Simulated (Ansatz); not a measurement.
```xyz
5

Li   -1.5482   -1.0200    2.0035
N    -0.5196   -0.4390    0.8271
Al    0.4548    0.1752   -0.4669
F    -0.1578    0.9764   -1.7815
H     1.8878   -0.1765   -0.6897
```

Geometry: a frame of the PBE0-D4/def2-SVP trajectory; not at a stationary point (largest force 1.5 eV/Å).

All numbers below come from UKS PBE0-D4/def2-TZVPP in Ansatz.

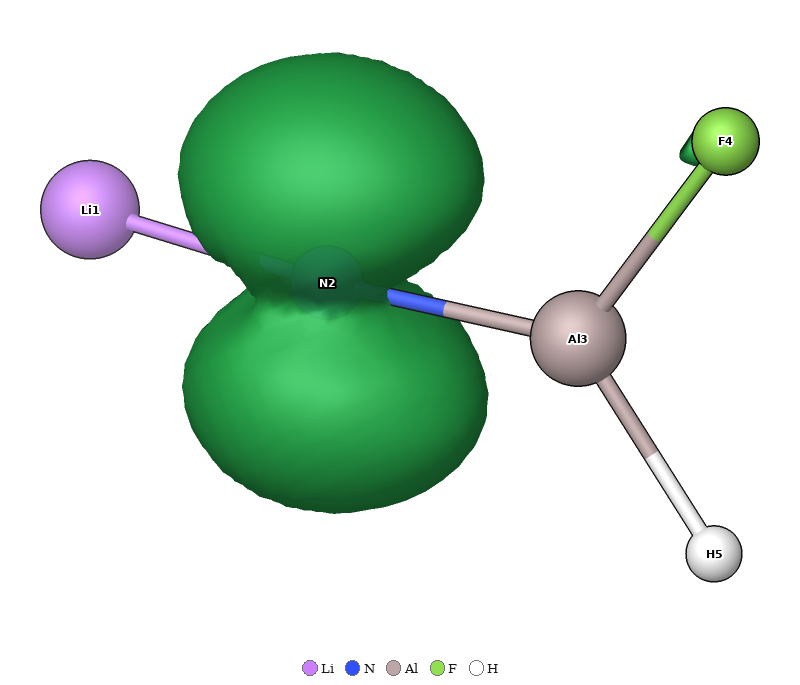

AlFHLiN (SMILES [Li][N][AlH][F]) (doublet). Isosurfaces of the spin density (α minus β) at +0.04 (green) and −0.04 e/Å³ (red), seen at a tilt.

**Where is the unpaired spin?**

The unpaired spin (1 electron) lies mostly on N2 (about 0.9) and Al3 (about 0.1), in electrons by Hirshfeld's partition. Only one sign reaches the isovalue.
